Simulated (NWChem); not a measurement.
**Two attempts at HNO3 (nitric acid)**

Aim: energy and forces of HNO3 (nitric acid) at UM06/x2c-SVPall-2c (DKH2).

Program for the calculation: NWChem 7.3.0.

**1. The molecule**

HNO3 has 5 atoms, charge 0, and is taken as a singlet. As SMILES, `O=[N+]([O-])O`. The coordinates come from a GFN2-xTB relaxation. This is one conformer, not always the lowest.

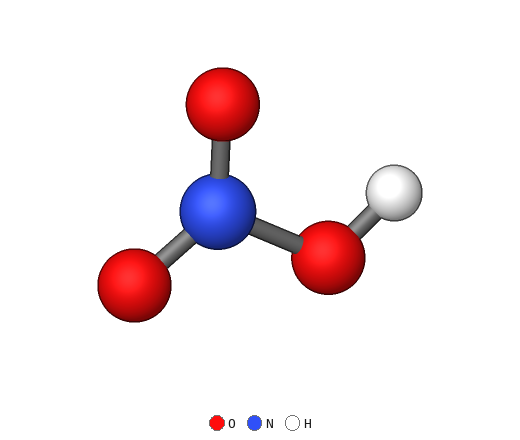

The structure, seen from a chosen angle (oxygen red, nitrogen blue, hydrogen white).

**2. The input as first written**

The input, input.nw:

```
echo
start input
title "nitric acid"
memory 2200 mb
geometry noautoz
  O        1.318740      -0.318760       0.748000
  N        0.260500      -0.302640       0.238440
  O       -0.568430      -1.146740       0.163380
  O       -0.063720       0.904390      -0.372480
  H       -0.947090       0.863740      -0.777330
end
basis spherical bse
  * library def2-DZVP
end
relativistic
  douglas-kroll dkh
end
dft
  xc m06
  mult 1
  odft
  grid medium
  convergence energy 1e-06
  iterations 50
  mulliken
  noprint "final vectors analysis"
end
task dft gradient
```

Started as:

```console
$ nwchem input.nw > input.out
```

Output:

```text
============================== echo of input deck ==============================
echo
start input
title "nitric acid"
memory 2200 mb
geometry noautoz
  O        1.318740      -0.318760       0.748000
  N        0.260500      -0.302640       0.238440
  O       -0.568430      -1.146740       0.163380
  O       -0.063720       0.904390      -0.372480
  H       -0.947090       0.863740      -0.777330
end
basis spherical bse
  * library def2-DZVP
end
relativistic
  douglas-kroll dkh
end
dft
  xc m06
  mult 1
  odft
  grid medium
  convergence energy 1e-06
  iterations 50
  mulliken
  noprint "final vectors analysis"
end
task dft gradient
================================================================================

             Northwest Computational Chemistry Package (NWChem) 7.3.0
             --------------------------------------------------------

           Job information
           ---------------

    nwchem branch   = 7.3.0
    use scalapack   = T
    input           = input.nw
    prefix          = input.
    data base       = ./input.db
    status          = startup
    nproc           =        1

           Memory information
           ------------------

[... 5 lines left out ...]
    hardfail = no
[... 40 lines left out ...]
            Nuclear Dipole moment (a.u.)
[... 53 lines left out ...]
 Summary of "ao basis" -> "" (spherical)
 ------------------------------------------------------------------------------
       Tag                 Description            Shells   Functions and Types
 ---------------- ------------------------------  ------  ---------------------
 *                         def2-DZVP                  on all atoms

Douglas-Kroll integrals are switched on !

Integrals for the no-pair equation with external-field projection operators
will be computed (Douglas-Kroll-Hess).

                                 NWChem DFT Module
                                 -----------------

                                    nitric acid

 Attempting to read a basis set from a  non-existing file:
 <dir>
 ------------------------------------------------------------------------
 bas_tag_lib: failed opening basis file                   0
 ------------------------------------------------------------------------
 ------------------------------------------------------------------------
  current input line :
    28: task dft gradient
 ------------------------------------------------------------------------
 ------------------------------------------------------------------------
 There is an error in the specified basis set
 ------------------------------------------------------------------------

0:bas_tag_lib: failed opening basis file:Received an Error in Communication
  Errorcode: -1
```

It took 0.62 s on 1 thread of Intel Xeon 6975P-C (Granite Rapids), shared host; peak memory 0.071 GiB.

**3. Diagnosis**

The job stopped with an error part of the way.

The telling line is `There is an error in the specified basis set`. The fault: the input names a basis that the program doesn't know. To mend it: basis set x2c-SVPall-2c in place of def2-DZVP.

**4. Try two**

The input, input.nw:

```
echo
start input
memory stack 880 mb heap 220 mb global 1100 mb
charge 0

geometry units angstrom noautoz
   O      1.318740    -0.318760     0.748000
   N      0.260500    -0.302640     0.238440
   O     -0.568430    -1.146740     0.163380
   O     -0.063720     0.904390    -0.372480
   H     -0.947090     0.863740    -0.777330
end

basis spherical bse
   * library x2c-SVPall-2c
end

relativistic
   douglas-kroll dkh
end

dft
   xc m06
   mult 1
   odft
   grid medium
   convergence energy 1e-06
   mulliken
   noprint "final vectors analysis"
end

task dft gradient
```

Started as:

```console
$ nwchem input.nw > input.out
```

Output:

```text
[...]
 Group name             Cs
[...]
          Wavefunction type:  spin polarized.
          No. of atoms     :     5
          No. of electrons :    32
[...]
          Charge           :     0
          Spin multiplicity:     1
[...]
          AO basis - number of functions:    61
[...]
              XC Information
              --------------
                          M06 Method XC Functional
                     Hartree-Fock (Exact) Exchange  0.270
                           M06 Exchange Functional  1.000
                         M06 Correlation Potential  1.000
[...]
 d= 0,ls=0.0,diis     1   -280.4679388268 -4.09D+02  1.80D-02  6.87D-01     1.4
[...]
 d= 0,ls=0.0,diis    10   -280.7299773347 -2.51D-07  2.80D-06  5.18D-08     6.6
[...]
         Total DFT energy =     -280.729977334670
      One electron energy =     -638.349704389701
           Coulomb energy =      262.403940880587
    Exchange-Corr. energy =      -32.890620933368
 Nuclear repulsion energy =      128.106407107812
[...]
      Total Density - Mulliken Population Analysis
     ---------------------------------------------
    Atom       Charge   Shell Charges
 -----------   ------   -------------------------------------------------------
    1 O    8     8.19   1.99  1.12  0.75  2.82  1.48  0.03
    2 N    7     6.61   1.99  1.06  0.17  2.35  0.89  0.15
    3 O    8     8.22   1.99  1.11  0.75  2.82  1.52  0.02
    4 O    8     8.19   1.99  1.11  0.66  2.84  1.58  0.01
    5 H    1     0.78   0.66  0.06  0.06
[...]
      <S2> =     -0.0000 (Exact =     0.0000)
[...]
  wavefunction    = open shell
[...]
                         DFT ENERGY GRADIENTS
    atom               coordinates                        gradient
                 x          y          z           x          y          z
   1 O       1.643185  -1.752200   0.000000   -0.017918   0.008453   0.000000
   2 N      -0.031547  -0.295296   0.000000    0.007666  -0.022012   0.000000
   3 O      -2.246435  -0.630794   0.000000    0.022794   0.004601   0.000000
   4 O       0.722427   2.223130   0.000000   -0.020289  -0.001654   0.000000
   5 H      -0.732583   3.345987   0.000000    0.007746   0.010612   0.000000
[...]
```

It took 13 s on 1 thread of Intel Xeon 6975P-C (Granite Rapids), shared host; peak memory 0.11 GiB.

**5. Results**

At UM06/x2c-SVPall-2c (DKH2):

| quantity | value |
| --- | --- |
| total energy | -280.72998 Eh |
| dipole moment | 2.46 D |
| largest force on an atom | 1.199 eV/Å |

The largest force is 1.20 eV/Å: the shape isn't a stationary point for this species at this level.
